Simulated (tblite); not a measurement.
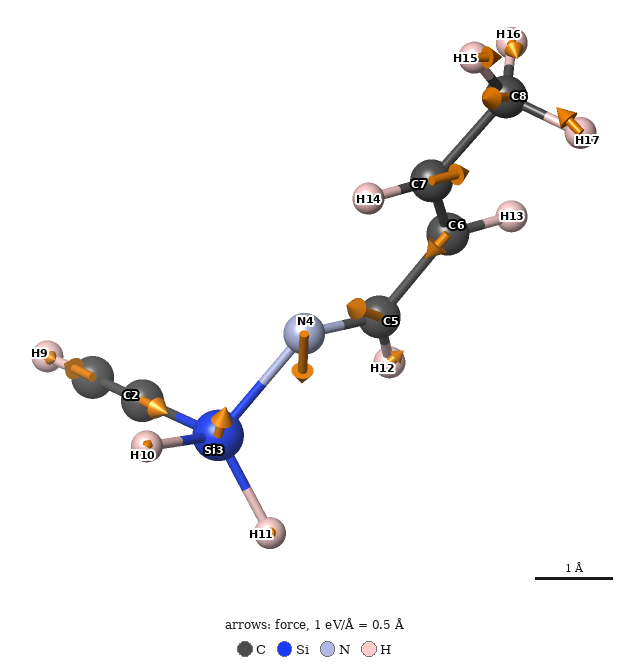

Starting geometry of C$_{6}$H$_{9}$NSi with the computed forces as orange arrows. Style: ball-and-stick. Shown from a free direction.

All numbers below come from tblite 0.8.0, GFN2-xTB geometry optimisation, gas phase. 

### Is this structure relaxed? If not, where do the atoms go?

It isn't relaxed: the largest force vector, on the N atom, is 1.95 eV/Å. The final displacements have little in common with the starting forces (cosine between the two patterns 0.20). The largest move after the best rigid fit is that of an H atom, 1.77 Å. By element the largest moves are H 1.77 Å, C 0.84 Å, N 0.52 Å, Si 0.38 Å. Among the contacts that change: N–Si 1.792 → 1.713 Å, C–N 1.290 → 1.259 Å, C–H 1.116 → 1.090 Å, C–C 1.502 → 1.484 Å. Among the angles between lasting bonds that change: Si–N–C 118.2° → 135.0°, C–C–C 116.6° → 125.1°, C–C–H 122.3° → 114.9°. Groups turn about N–Si by about 55°, C–C by about 55°. Over 213 geometry steps the energy falls by 43.5 kJ/mol. The run took 1.3 s on 1 thread of Arm Neoverse V2 (shared host).
